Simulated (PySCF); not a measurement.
# GeF₂: structure of the singlet

Aim: relax GeF₂ as a singlet from a linear start, check by its vibrations whether the end is a minimum, and collect its spectrum and constants.

The runs use PySCF 2.14.0; B3LYP, basis Ge def2-TZVP, F def2-TZVP, no relativity, density fitting.

## 1. Where the work starts

3 atoms, charge 0, spin multiplicity 1.

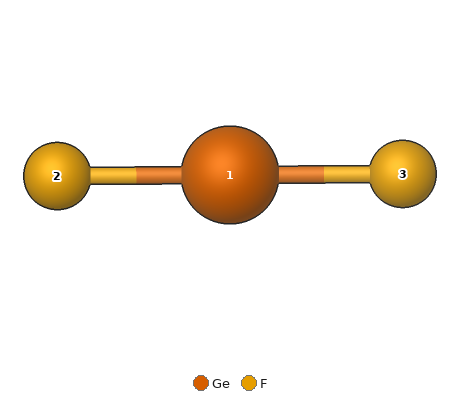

The starting geometry (germanium orange, fluorine amber); atoms are numbered from 1 in the order of the file.

```xyz
3
charge 0 multiplicity 1
Ge    0.0000    0.0000    0.0000
F     0.0000    0.0000    1.8500
F     0.0000    0.0000   -1.8500
```

## 2. Finding the electronic state

The steps below are one call of a driver around PySCF. For each, scf.py gives the equivalent set-up of the SCF; relaxations use the driver's own optimiser. After this first run the driver tries any further starts and a stability analysis.

scf.py

```python
from pyscf import gto, scf, dft
mol = gto.M(atom='''
Ge     0.000000     0.000000     0.000000
F      0.000000     0.000000     1.850000
F      0.000000     0.000000    -1.850000''',
    basis={'Ge': 'def2-TZVP', 'F': 'def2-TZVP'},
    charge=0, spin=0)
mf = dft.RKS(mol, xc='B3LYP')
mf.grids.atom_grid = (50, 194)
aux = {'Ge': 'def2-universal-JKFIT', 'F': 'def2-universal-JKFIT'}
mf = mf.density_fit(auxbasis=aux)
mf.conv_tol = 1e-08
mf.diis_space = 10
mf.max_cycle = 60
mf.init_guess = 'minao'
mf.verbose = 4
mf.kernel()
```

On the command line:

```console
OMP_NUM_THREADS=2 python axn.py task.json out
```

Standard output:

```text
init E= -2276.12995430089
  HOMO = -0.289389944103604  LUMO = -0.0977469387289109  gap/eV = 5.21487
cycle= 1 E= -2276.62054180824  delta_E= -0.491  |g|= 1.23  |ddm|= 1.59
  HOMO = -0.153578943929445  LUMO = -0.10194472635004  gap/eV = 1.40504
cycle= 2 E= -2274.62889888261  delta_E= 1.99  |g|= 3.52  |ddm|= 2.26
  HOMO = -0.299225337763502  LUMO = -0.118080690857883  gap/eV = 4.92920
cycle= 3 E= -2276.83500354752  delta_E= -2.21  |g|= 0.312  |ddm|= 1.84
  HOMO = -0.282953489776688  LUMO = -0.119956217028511  gap/eV = 4.43538
cycle= 4 E= -2276.84689176734  delta_E= -0.0119  |g|= 0.126  |ddm|= 0.19
  HOMO = -0.290143877908484  LUMO = -0.124706036006973  gap/eV = 4.50179
cycle= 5 E= -2276.84817883848  delta_E= -0.00129  |g|= 0.0238  |ddm|= 0.0799
  HOMO = -0.289201398854047  LUMO = -0.122090245853683  gap/eV = 4.54733
cycle= 6 E= -2276.84828955307  delta_E= -0.000111  |g|= 0.00344  |ddm|= 0.0196
  HOMO = -0.289609129741187  LUMO = -0.122279020442251  gap/eV = 4.55328
cycle= 7 E= -2276.84829139948  delta_E= -1.85e-06  |g|= 0.000452  |ddm|= 0.00235
  HOMO = -0.289626551438694  LUMO = -0.122271245471659  gap/eV = 4.55397
cycle= 8 E= -2276.84829143603  delta_E= -3.66e-08  |g|= 2.24e-05  |ddm|= 0.000264
  HOMO = -0.289623751412449  LUMO = -0.122268218441879  gap/eV = 4.55398
cycle= 9 E= -2276.8482914361  delta_E= -6.5e-11  |g|= 4.89e-06  |ddm|= 2.28e-05
  HOMO = -0.289623666188952  LUMO = -0.122269053196124  gap/eV = 4.55395
Extra cycle  E= -2276.84829143609  delta_E= 5.91e-12  |g|= 1.06e-05  |ddm|= 9.73e-06
converged SCF energy = -2276.84829143609
```

This step, with its further starts and checks, took 10 s on 2 threads of Arm Neoverse V1, shared host.

The starts that the driver tried:

```csv
start,energy (Eh)
the minimal-basis guess,-2276.848291
a thermally smeared density,-2276.848291
a smeared PBE density,-2276.848291
```

No lower closed-shell solution turned up from the other starts or in the test of internal stability.

## 3. Linear start, singlet: relaxation

The program finds D∞h symmetry in the start, which this walk keeps. The walk stops when the largest gradient is under 0.0003 Eh/bohr and the energy has settled too.

scf.py, as its differences from that of step 2:

```diff
@@ -15 +14,0 @@
-mf.init_guess = 'minao'
```

The optimiser's trace:

```
step   energy (Eh)  change (kJ/mol)  largest symmetric gradient (Eh/bohr)
   0  -2276.848291             0.00                               0.00159
   1  -2276.848305            -0.03                               0.00007
```

The walk took 2.9 s.

End point (D∞h, 1 steps, 0.0 kJ/mol gained): Ge–F 1.845 Å (×2); F–Ge–F 180.0°.

## 4. Vibrations and properties at this point

On the finer grid the gradient is checked again; gradients at displacements of ±0.02 bohr then give force constants and infrared intensities.

scf.py, as its differences from that of step 3:

```diff
@@ -3,3 +3,3 @@
-Ge     0.000000     0.000000     0.000000
-F      0.000000     0.000000     1.850000
-F      0.000000     0.000000    -1.850000''',
+Ge     0.000000    -0.000000    -0.000000
+F      0.000000     0.000000     1.846314
+F     -0.000000     0.000000    -1.846314''',
@@ -9 +9 @@
-mf.grids.atom_grid = (50, 194)
+mf.grids.atom_grid = (75, 302)
@@ -12 +12 @@
-mf.conv_tol = 1e-08
+mf.conv_tol = 1e-10
```

This SCF starts from the last density.

Log of the central SCF (cycles and frontier levels):

```text
init E= -2276.84828286275
  HOMO = -0.288998991566615  LUMO = -0.121690823717973  gap/eV = 4.55269
cycle= 1 E= -2276.84828286275  delta_E= -5.46e-12  |g|= 3.9e-06  |ddm|= 3.61e-06
  HOMO = -0.288999229279113  LUMO = -0.12169108206976  gap/eV = 4.55269
Extra cycle  E= -2276.84828286275  delta_E= 4.55e-13  |g|= 4.62e-06  |ddm|= 3.75e-06
converged SCF energy = -2276.84828286275
```

The whole step took 18 s.

Geometry: D∞h; Ge–F 1.846 Å (×2); F–Ge–F 180.0°.

Harmonic modes (main isotopes):

```json
{"symmetry": "πu", "ω (cm⁻¹)": "227i", "IR (km/mol)": "6.2", "μ (u)": "25.41", "type": "bend"}
{"symmetry": "σg+", "ω (cm⁻¹)": "519", "IR (km/mol)": "0.0", "μ (u)": "19.00", "type": "stretch"}
{"symmetry": "σu+", "ω (cm⁻¹)": "534", "IR (km/mol)": "347", "μ (u)": "25.41", "type": "stretch"}
```

2 modes are imaginary, the largest at 227i cm⁻¹: a saddle point, not a minimum.

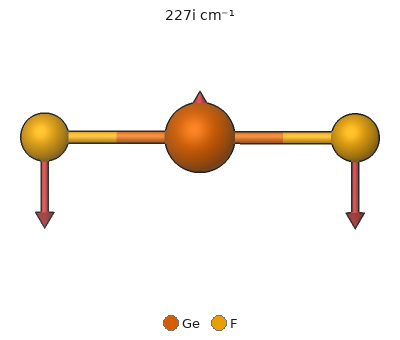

The imaginary mode, as arrows.

Constants and moments:

- Dipole moment: 0.00 D
- Highest occupied level: -7.86 eV
- Lowest empty level: -3.31 eV
- Rotational constants: 0.1301 cm⁻¹
- Zero-point energy (real modes): 6.3 kJ/mol
- Principal polarisabilities: 26.3, 26.3, 38.1 bohr³
- Atomisation energy without zero-point energy: 900 kJ/mol
- Principal traceless quadrupole moments about the centre of mass: -14.93, 7.47, 7.47 D Å

Charges (e) and bond orders:

```json
{"atom": "Ge1", "Mulliken": "0.85", "Löwdin": "0.57", "polar tensor": "1.19", "Mayer order to Ge1": "–"}
{"atom": "F2,3", "Mulliken": "-0.43", "Löwdin": "-0.29", "polar tensor": "-0.59", "Mayer order to Ge1": "0.88"}
```

Outer orbital energies (eV). occupied: -30.54, -14.84, -12.39, -11.05, -11.05, -10.67, -10.67, -7.86; empty: -3.31, -3.31, 1.81, 4.52.

Mulliken populations on Ge1: s 8.05, p 12.78, d 10.27, f 0.06.

## 5. Following the imaginary mode

The atoms are moved a little along the softest imaginary mode and relaxed again.

The program finds C2v symmetry in the start, which this walk keeps. Threshold on the gradient: 0.0003 Eh/bohr, with a further test on the energy change.

scf.py, as its differences from that of step 4:

```diff
@@ -3,3 +3,3 @@
-Ge     0.000000    -0.000000    -0.000000
-F      0.000000     0.000000     1.846314
-F     -0.000000     0.000000    -1.846314''',
+Ge     0.061682    -0.000000    -0.000000
+F     -0.120000     0.000000     1.846314
+F     -0.120000     0.000000    -1.846314''',
@@ -9 +9 @@
-mf.grids.atom_grid = (75, 302)
+mf.grids.atom_grid = (50, 194)
@@ -12 +12 @@
-mf.conv_tol = 1e-10
+mf.conv_tol = 1e-08
```

Steps of the walk:

| step | energy (Eh) | change (kJ/mol) | largest symmetric gradient (Eh/bohr) |
| --- | --- | --- | --- |
| 0 | -2276.851006 | 0.00 | 0.01455 |
| 1 | -2276.860584 | -25.15 | 0.02396 |
| 2 | -2276.876668 | -67.38 | 0.03383 |
| 3 | -2276.888856 | -99.38 | 0.04822 |
| 4 | -2276.905251 | -142.42 | 0.02425 |
| 5 | -2276.911049 | -157.64 | 0.01327 |
| 6 | -2276.911393 | -158.55 | 0.00773 |
| 7 | -2276.911490 | -158.80 | 0.00074 |
| 8 | -2276.911505 | -158.84 | 0.00034 |
| 9 | -2276.911505 | -158.84 | 0.00004 |

The walk took 17 s.

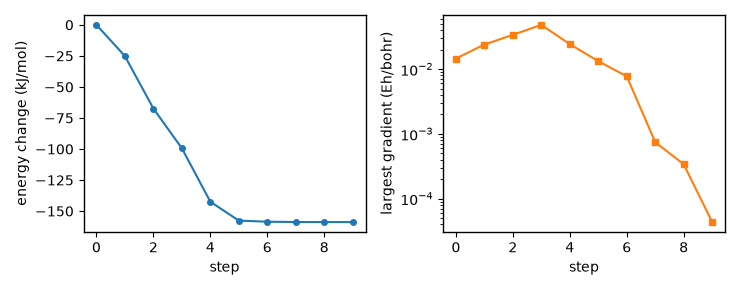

How energy and gradient fall.

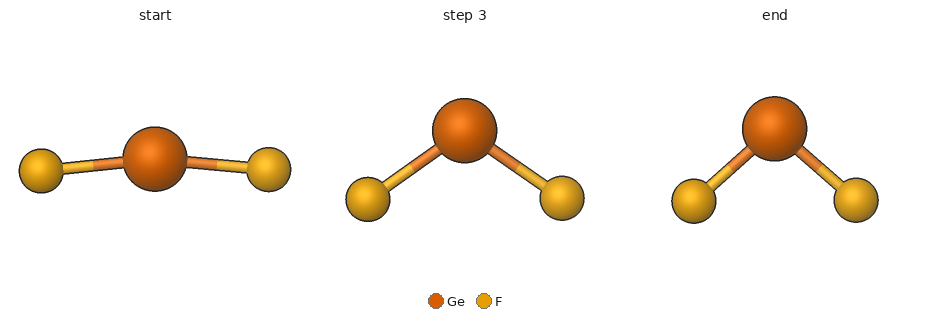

The geometry along the walk, at one scale.

End point (C2v, 9 steps, 158.8 kJ/mol gained): Ge–F 1.759 Å (×2); F–Ge–F 96.9°.

## 6. Is it a minimum? Harmonic modes

As before: finer grid, then central differences.

scf.py, as its differences from that of step 5:

```diff
@@ -3,3 +3,3 @@
-Ge     0.061682    -0.000000    -0.000000
-F     -0.120000     0.000000     1.846314
-F     -0.120000     0.000000    -1.846314''',
+Ge     0.392215    -0.000000     0.000000
+F     -0.768376     0.000000     1.321077
+F     -0.768376     0.000000    -1.321077''',
@@ -9 +9 @@
-mf.grids.atom_grid = (50, 194)
+mf.grids.atom_grid = (75, 302)
@@ -12 +12 @@
-mf.conv_tol = 1e-08
+mf.conv_tol = 1e-10
```

SCF at the final geometry:

```text
init E= -2276.91123992641
  HOMO = -0.324640722174642  LUMO = -0.106728707662185  gap/eV = 5.92969
cycle= 1 E= -2276.91123992641  delta_E= 9.09e-13  |g|= 4.66e-06  |ddm|= 3.58e-06
  HOMO = -0.324641103679973  LUMO = -0.106728946789502  gap/eV = 5.92969
Extra cycle  E= -2276.91123992641  delta_E= 5e-12  |g|= 5.67e-06  |ddm|= 4.1e-06
converged SCF energy = -2276.91123992641
```

The whole step took 25 s on 2 threads of Arm Neoverse V1, shared host.

Geometry: C2v; Ge–F 1.758 Å (×2); F–Ge–F 97.4°.

Modes, for the most abundant isotopes:

| symmetry | ω (cm⁻¹) | IR (km/mol) |
| --- | --- | --- |
| a1 | 252 | 12.0 |
| b2 | 647 | 137 |
| a1 | 674 | 96.8 |

Every mode is real; the point is a minimum.

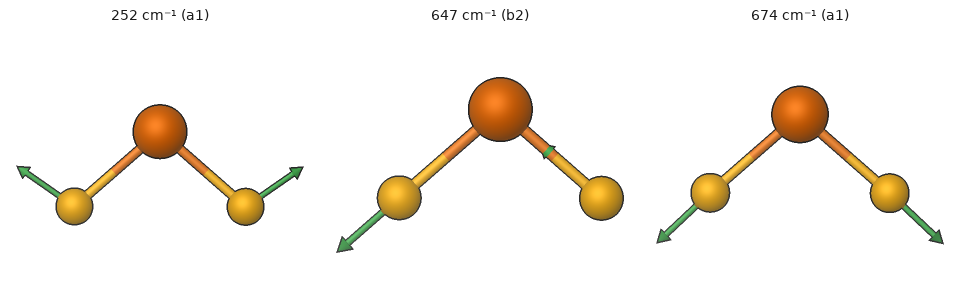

Displacements of 3 of the modes, as arrows (one member where a mode is degenerate).

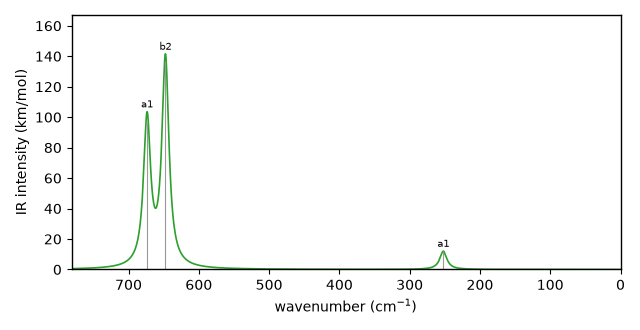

The harmonic infrared spectrum (widths in cm⁻¹). Lines are broadened to a width of 12 cm⁻¹ (Lorentzian).

Constants and moments:

| Item | Value |
| --- | --- |
| Dipole moment | 2.64 D |
| Highest occupied level | -8.83 eV |
| Lowest empty level | -2.90 eV |
| Rotational constants | 0.4987, 0.2542, 0.1684 cm⁻¹ |
| Zero-point energy | 9.4 kJ/mol |
| Principal polarisabilities | 24.3, 26.9, 29.5 bohr³ |
| Atomisation energy without zero-point energy | 1065 kJ/mol |
| Principal traceless quadrupole moments about the centre of mass | -4.94, -0.91, 5.85 D Å |
| Entropy at 298.15 K and 1 bar | 271.8 J/(mol K) |
| Heat capacity Cp at 298.15 K | 48.2 J/(mol K) |
| Enthalpy at 298.15 K above 0 K | 11.87 kJ/mol |
| Rotational symmetry number | 2 |

Populations by atom (charges in e):

```csv
atom,Mulliken,Löwdin,polar tensor,Mayer order to Ge1
Ge1,0.74,0.37,1.24,–
"F2,3",-0.37,-0.19,-0.62,0.95
```

Mulliken populations on Ge1: s 7.92, p 13.03, d 10.23, f 0.08.

## 7. Would spin polarisation lower it?

At the lowest minimum the closed shell is tested against spin polarisation, on the (50, 194) grid. It is stable.

## 8. All stationary points

| spin | group | bonds | imaginary modes (cm⁻¹) | ΔE (kJ/mol) | with zero-point energy |
| --- | --- | --- | --- | --- | --- |
| singlet | C2v | Ge–F 1.758 Å (×2) | none | 0.0 | 0.0 |
| singlet | D∞h | Ge–F 1.846 Å (×2) | 227i, 227i | 165.3 | – |

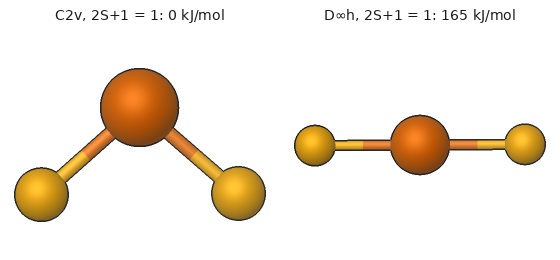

The points, lowest first (germanium orange, fluorine amber).

## 9. What came out

| quantity | value |
| --- | --- |
| minimum | singlet, C2v |
| geometry | Ge–F 1.758 Å (×2); F–Ge–F 97.4° |
| wavenumbers (cm⁻¹) | 252 (a1), 647 (b2), 674 (a1) |
| dipole moment | 2.64 D |
| highest occupied, lowest empty level | -8.83, -2.90 eV |
| polar-tensor charge of Ge1 | +1.24 e |
| zero-point energy | 9.4 kJ/mol |
| entropy at 298.15 K | 271.8 J/(mol K) |
| atomisation energy (no zero-point energy) | 1065 kJ/mol |

In words: The linear start (D∞h) ends in a minimum of C2v symmetry, after a stop at a second-order saddle point 165.3 kJ/mol higher, from which it was pushed off along an imaginary mode. In the infrared the band at 647 cm⁻¹ (b2, stretch) leads. Other starts or spin states, not run here, may lie lower.

The search up to here took 79 s.
